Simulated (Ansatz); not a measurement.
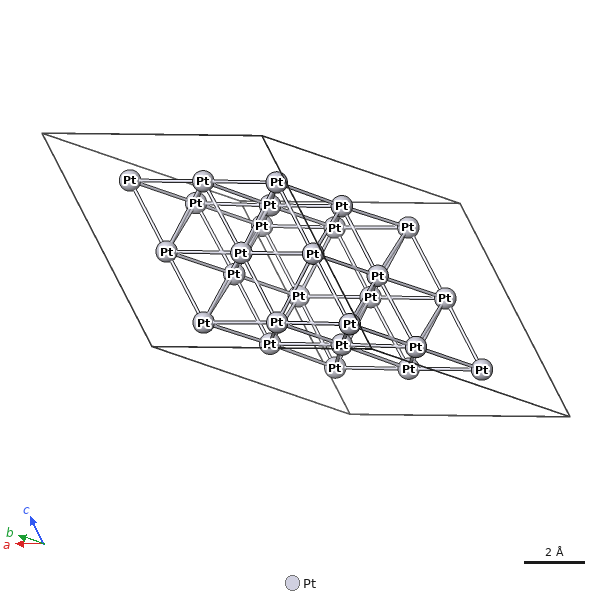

Shown here is a ball-and-stick view of the crystal, taken from a general direction. The supercell is drawn as a box. The host is Pt, in a cell of 27 sites, and the cell is neutral.

### Spot the defect.

A platinum vacancy. Around the empty site lie twelve Pt at about 2.7 Å.

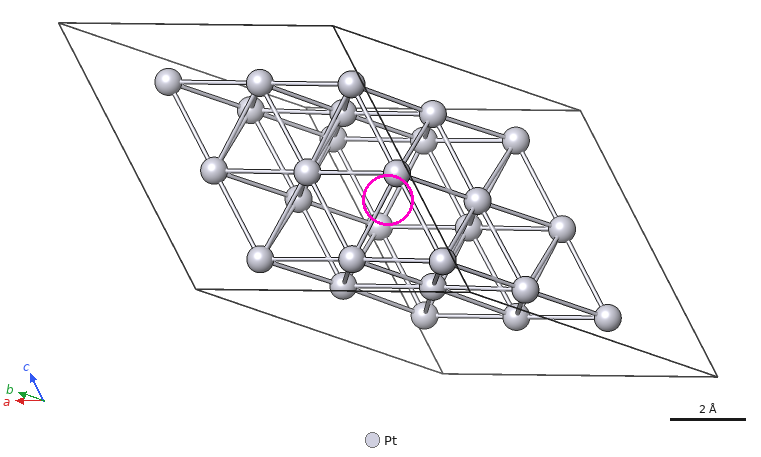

The same cell with a ring at the defect's site.

The atoms were relaxed in the host's cell with DFT LDA, scalar-relativistic, plane waves, PAW (Ansatz).
